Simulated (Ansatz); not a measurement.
H3NSi2

```xyz
6

N    -0.9630    0.2363   -0.6912
Si    0.4833    0.3877    0.1983
Si    2.2014    0.1169    1.4150
H    -1.8855    0.3672   -0.2860
H    -0.9951   -0.0236   -1.6731
H     1.1589   -1.0844    1.0370
```

Computed with Ansatz 0.2.0, RKS B3LYP-D4/def2-SVP.

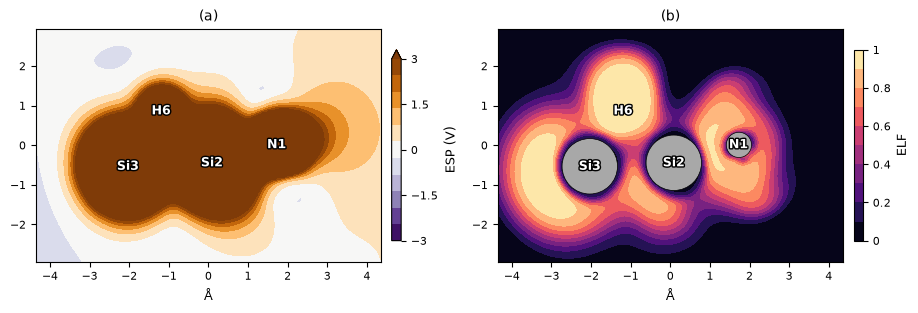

Figure 1. (a) molecular electrostatic potential; (b) ELF on the plane of atoms N1, Si2 and Si3. Grey discs cover the atomic cores in the ELF map.

Describe what can be read from this map.

Atoms in the plane: N, Si and H. Si–N (1.70 Å): the ELF peaks at about 0.90 between the atoms; a shared but strongly polarised pair. Si–Si (2.12 Å): the ELF peaks at about 0.65 between the atoms. Si–H (1.63 Å): the ELF climbs to about 1 towards the hydrogen, as it does in any bond to H. The ELF also peaks beside Si3 and N1, away from the bonds: lone-pair regions. Outside the dense part of the molecule the potential is most negative (−0.4 V) near Si3.

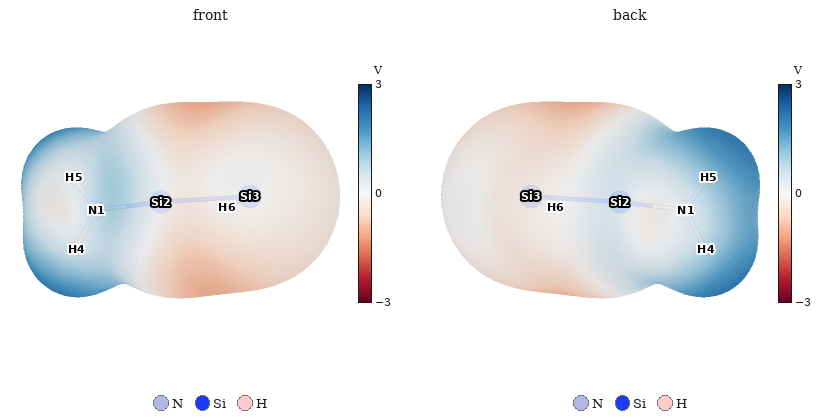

Figure 2. The molecular electrostatic potential painted on the density surface at 0.002 e/bohr³, seen from the front and from behind; red is negative and blue positive.

Where is the surface potential most negative and most positive?

The most negative region (about −1.0 V, or −23 kcal/mol for a unit charge) lies over Si2 and Si3, the most positive (about +2.1 V, or +48 kcal/mol for a unit charge) over H4 and H5.
